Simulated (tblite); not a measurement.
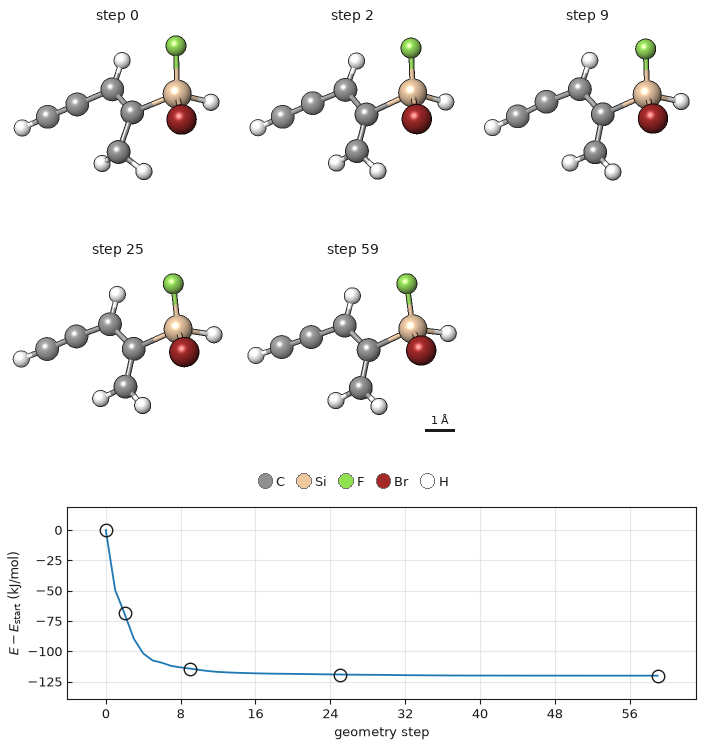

Frames of a relaxation of C$_{5}$H$_{5}$BrFSi (multiplicity 2), marked on the history of the run. The picture is a ball-and-stick view, seen at a tilt.

Computed with GFN2-xTB geometry optimisation, gas phase (tblite 0.8.0). 

**Describe the path.**

After 59 geometry steps the energy has fallen by 120.0 kJ/mol. The largest move after the best rigid fit is that of a C atom, 0.33 Å. Largest moves by element: C 0.33 Å, H 0.28 Å, F 0.21 Å, Br 0.20 Å, Si 0.04 Å. Near-neighbour distances that change, for instance: C–C 1.493 → 1.364 Å, F–Si 1.703 → 1.606 Å, C–C 1.342 → 1.409 Å, C–C 1.441 → 1.380 Å. Bond angles that change, for instance: C–C–H 109.2° → 121.8°, H–C–H 104.9° → 117.2°, C–C–H 111.2° → 121.0°. Cost: 0.44 s on 1 thread of Arm Neoverse V1 (shared host). From step 0 to 2: a C atom moves most (0.17 Å), energy −68.8 kJ/mol. From step 2 to 9: a C atom moves most (0.18 Å), energy −45.4 kJ/mol. From step 9 to 25: H atoms move most (0.12 Å), energy −4.90 kJ/mol. From step 25 to 59: an H atom moves most (0.16 Å), energy −0.95 kJ/mol.
